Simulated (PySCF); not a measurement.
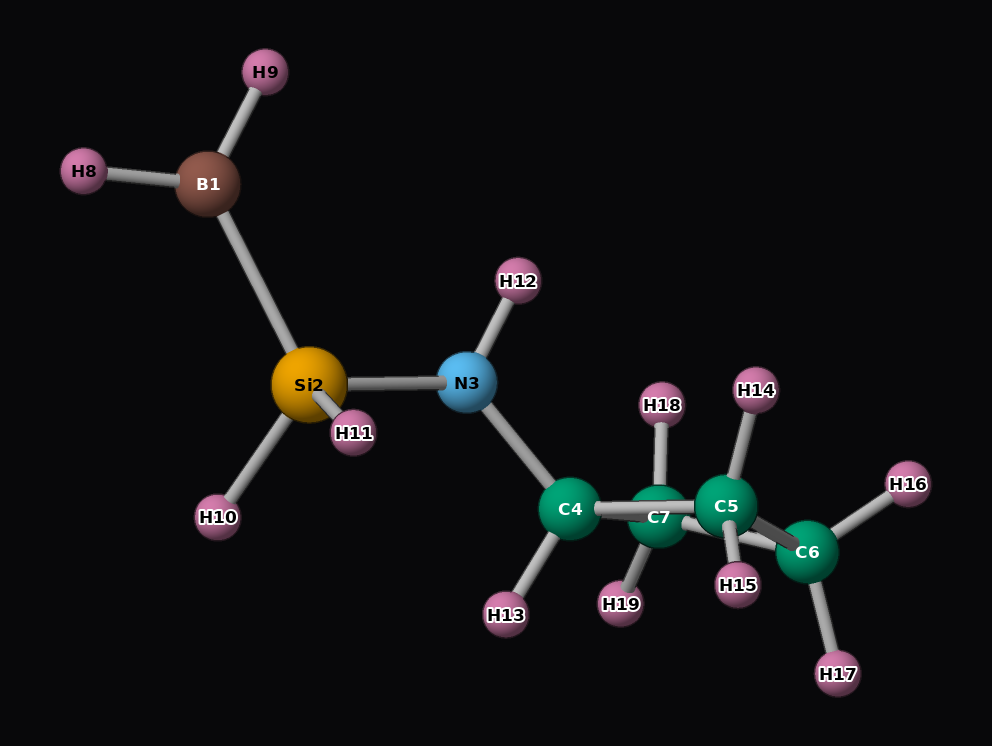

The questions are on isotropic NMR shieldings of the H atoms. Computed geometry: GFN2-xTB optimisation. No frequency run is at hand to confirm it as a minimum. Level of theory: GIAO PBE0/pcSseg-1 NMR shielding, non-relativistic, gas phase (PySCF 2.14.0).

List the isotropic NMR shieldings of the H atoms.

```csv
atom,σ (ppm)
H8,21.05
H9,20.91
H10,26.51
H11,26.40
H12,31.70
H13,28.52
H14,30.12
H15,29.00
H16,30.06
H17,30.10
H18,30.03
H19,29.12
```

The geometry is semi-empirical. Around B, Si such bond lengths and angles can be off by a tenth of an ångström or more and by several degrees, and values that hang on the shape move with them.
